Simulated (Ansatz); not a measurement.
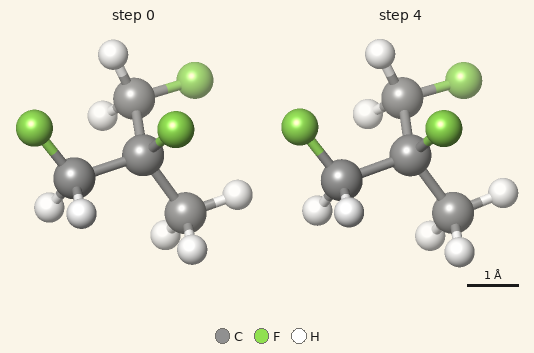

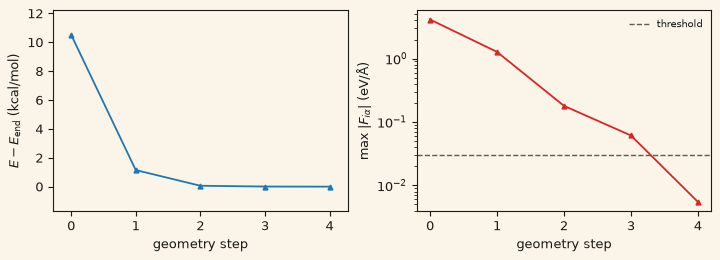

First and last geometry of a relaxation of C₄H₇F₃ (coarse preliminary run), with the history of the run. A ball-and-stick model, seen at a tilt.

The start comes from a force field.

The calculation used RKS PBE-D4/def2-SVP in Ansatz 0.2.0. (force threshold 0.03 eV/Å; at most 200 steps)

Q: Did the run converge, and what did it change?

A: It converged. After 4 geometry steps the energy has fallen by 10.5 kcal/mol. The largest force component goes from 4.1 to 0.0055 eV/Å. An F atom moves most after the best rigid fit: 0.067 Å. Largest moves by element: F 0.067 Å, H 0.066 Å, C 0.056 Å. Near-neighbour distances that change, for instance: C–H 1.016 → 1.108 Å, C–H 1.178 → 1.112 Å, C–H 1.063 → 1.114 Å, C–F 1.342 → 1.386 Å. Among the angles between lasting bonds that change: H–C–H 104.0° → 108.8°, C–C–H 105.7° → 110.4°, F–C–H 105.5° → 109.0°.
